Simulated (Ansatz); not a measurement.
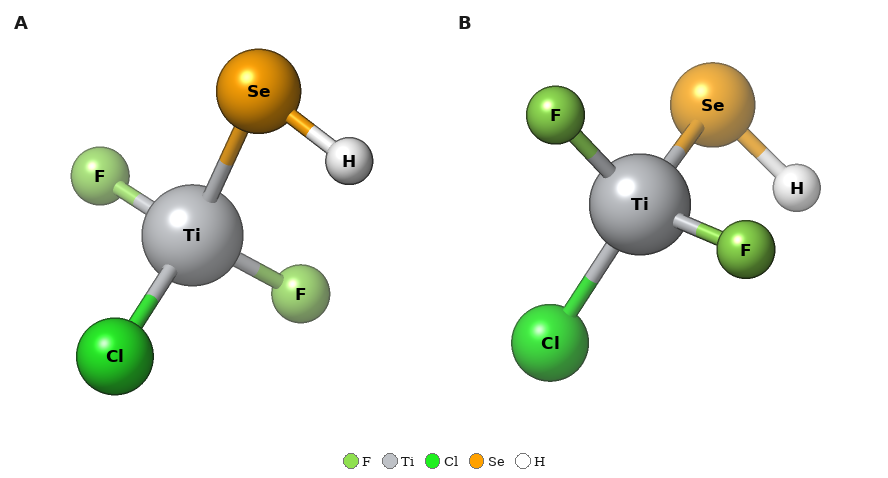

Distant atoms are faded towards the background colour. Charge 0, singlet. The geometry was computed by an optimisation with PBE0-D4/def2-TZVP.

Q: How are A and B related: the same structure turned, mirror images, conformers, diastereomers or constitutional isomers?

A: They are mirror images that no rotation superimposes: the geometry of ClF2HSeTi is chiral (C1). Their energies are equal.
